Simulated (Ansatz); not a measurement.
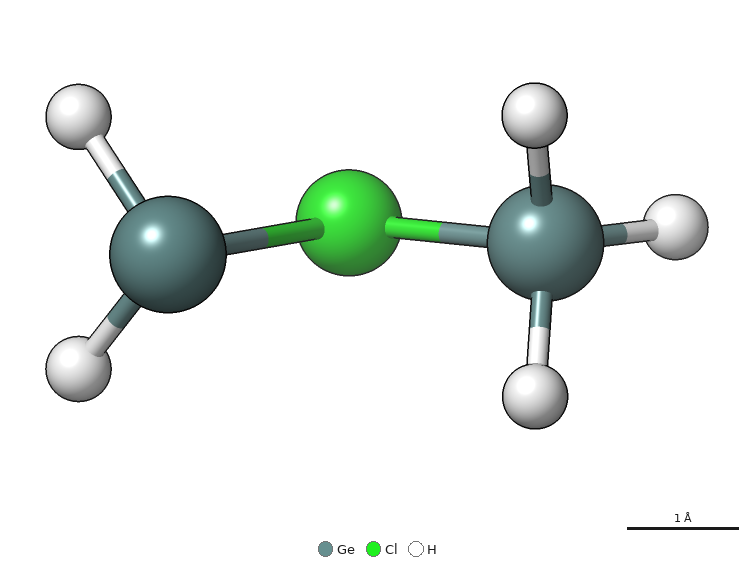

Ball-and-stick drawing of a structure.

Computed geometry: PBE0-D4/def2-TZVP optimisation.

Identify the structure.

Formula ClGe₂H₅. The point group is Cs. Coordination: 1 Ge tetrahedral; 1 Ge trigonal pyramidal; 1 Cl bent.

The parts below concern this one geometry. Atoms keep their numbers from picture to picture.

Vibrations

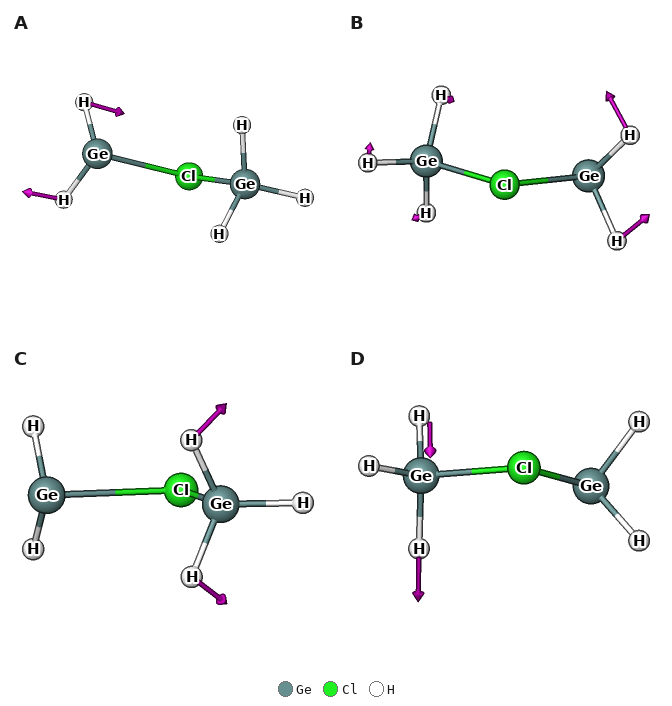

4 normal modes of one molecule or complex, as arrows. Harmonic vibrations computed with RKS PBE0-D4/def2-TZVP (Ansatz 0.2.0) at a stationary point of the same level.

Match the panels to the wavenumbers 67 cm⁻¹, 502 cm⁻¹, 850 cm⁻¹, 2224 cm⁻¹.

Answer. A: 502 cm⁻¹, Cl–Ge–H bending
B: 67 cm⁻¹, a torsion or out-of-plane motion in which bond lengths and bond angles hardly change
C: 850 cm⁻¹, H–Ge–H bending
D: 2224 cm⁻¹, out-of-phase stretching of 2 Ge–H bonds

Charges

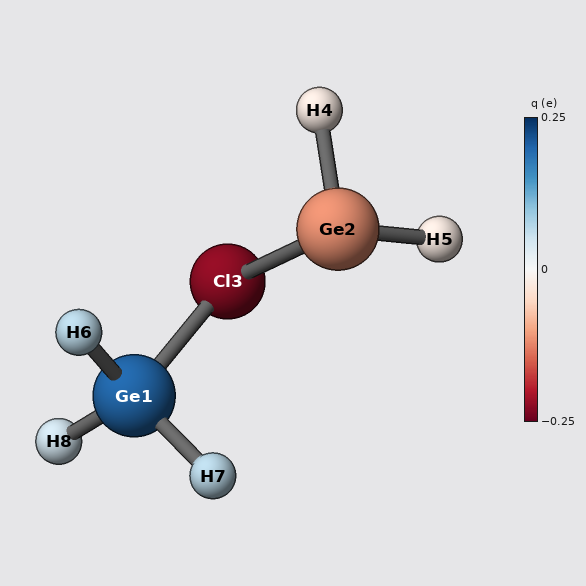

Atoms are coloured by their Mulliken charges. Properties computed with RKS PBE0-D4/def2-TZVP (Ansatz 0.2.0).

Give the Mulliken charges atom by atom.

| atom | value (e) |
| --- | --- |
| Ge1 | 0.19 |
| Ge2 | −0.11 |
| Cl3 | −0.22 |
| H4 | −0.02 |
| H5 | −0.02 |
| H6 | 0.07 |
| H7 | 0.07 |
| H8 | 0.05 |

Dipole moment

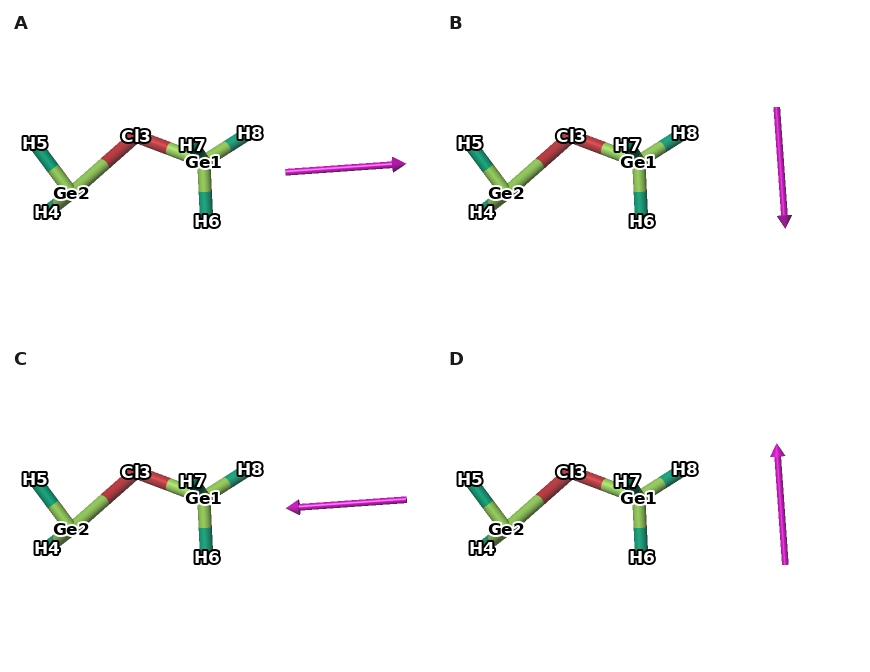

The same molecule four times, each with an arrow. Level of theory: RKS PBE0-D4/def2-TZVP (Ansatz 0.2.0).

Which arrow points along the dipole moment, from the negative to the positive end?

Answer. A. The dipole moment is 3.57 D; it points from the side of H4, H5 to the side of H8 (the outermost atoms at the two ends).

Mulliken values depend strongly on the basis set and can even reverse the polarity of a bond.
